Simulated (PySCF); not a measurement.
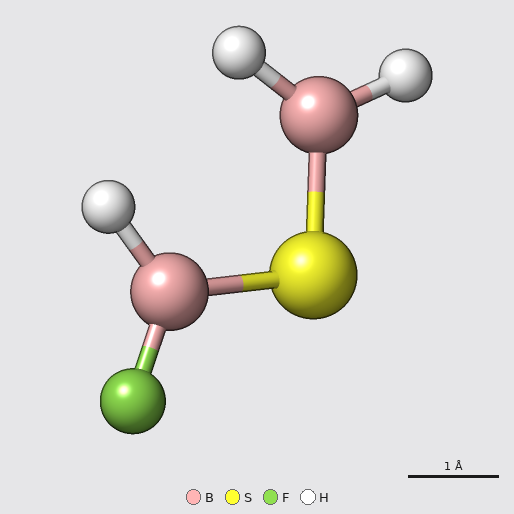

A ball-and-stick model of a molecule. Every bond is drawn as one stick, whatever its order.

Computed geometry: PBE0-D3(BJ)/def2-SVP optimisation. No frequency run is at hand to confirm it as a minimum.

Identify the structure.

Formula B2FH3S. As SMILES it reads `BSBF`. It has no ring. Among its groups: B–H bond. All atoms lie on one plane. Coordination: 2 B trigonal planar; 1 S bent.

The parts below concern this one geometry. Atoms keep their numbers from picture to picture.

### Geometry

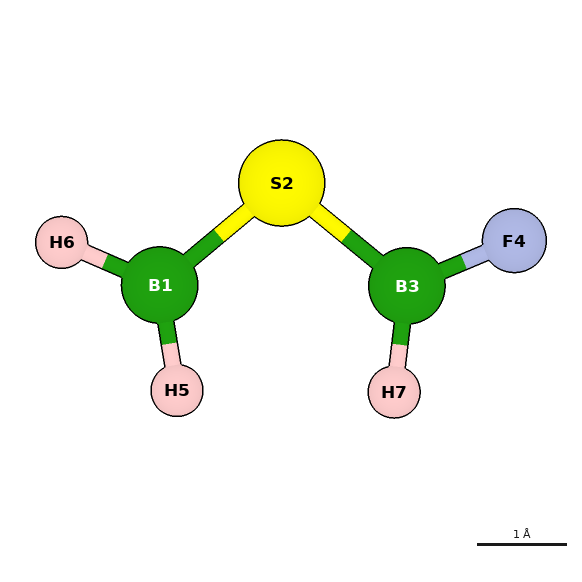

The atoms are numbered. No frequency run is at hand to confirm it as a minimum.

Which atoms are bonded, and how long are the bonds?

| bond | length (Å) | order |
| --- | --- | --- |
| B1–S2 | 1.791 | single |
| B1–H5 | 1.203 | single |
| B1–H6 | 1.204 | single |
| S2–B3 | 1.824 | single |
| B3–F4 | 1.315 | single |
| B3–H7 | 1.205 | single |

### Core levels

No frequency run is at hand to confirm it as a minimum. Method: delta-SCF UKS SCAN, pcX-2 on the ionised atom, pcseg-1 elsewhere, non-relativistic (PySCF 2.14.0).

Give the core-electron binding energies (to vacuum; p and d levels without spin–orbit splitting) of B1 1s, S2 1s, S2 2p, B3 1s, F4 1s.

| atom | level | binding energy (eV) |
| --- | --- | --- |
| B1 | 1s | 196.7 |
| S2 | 1s | 2469.9 |
| S2 | 2p | 170.2 |
| B3 | 1s | 198.4 |
| F4 | 1s | 693.0 |

### NMR shielding

The questions are on isotropic NMR shieldings of the H atoms. No frequency run is at hand to confirm it as a minimum. Level of theory: GIAO ωB97X-D/pcSseg-2 NMR shielding, non-relativistic, gas phase (PySCF 2.14.0).

List the isotropic NMR shieldings of the H atoms.

| atom | σ (ppm) |
| --- | --- |
| H5 | 23.75 |
| H6 | 23.95 |
| H7 | 25.23 |

### Charges

The questions are on ESP-fitted charges. No frequency run is at hand to confirm it as a minimum. Level of theory: PBE0/6-31G, gas phase (PySCF 2.14.0).

> Which atom carries the highest charge (most positive or least negative)?

B3 (0.62 e).

> And the lowest?

S2 (−0.31 e).

Give the ESP-fitted charges atom by atom.

| atom | value (e) |
| --- | --- |
| B1 | 0.26 |
| S2 | −0.31 |
| B3 | 0.62 |
| F4 | −0.28 |
| H5 | −0.10 |
| H6 | −0.06 |
| H7 | −0.13 |

### Quadrupole coupling

No frequency run is at hand to confirm it as a minimum. Electric field gradients from the ground-state density, PBE0/aug-cc-pVDZ (PySCF 2.14.0), non-relativistic apart from any core potentials.

Give the largest field-gradient component, the quadrupole coupling constant and the asymmetry for 11B at B1 (Q = 40.59 mb), 33S at S2 (Q = −67.81 mb), 11B at B3 (Q = 40.59 mb), 2H at H5 (Q = 2.86 mb), 2H at H6 (Q = 2.86 mb), 2H at H7 (Q = 2.86 mb).

```tsv
atom	V_zz (a.u.)	e²qQ/h (MHz)	η
B1	0.455	4.34	0.37
S2	0.727	−11.59	0.60
B3	0.349	3.33	0.53
H5	0.213	0.143	0.08
H6	0.213	0.143	0.08
H7	0.210	0.141	0.02
```
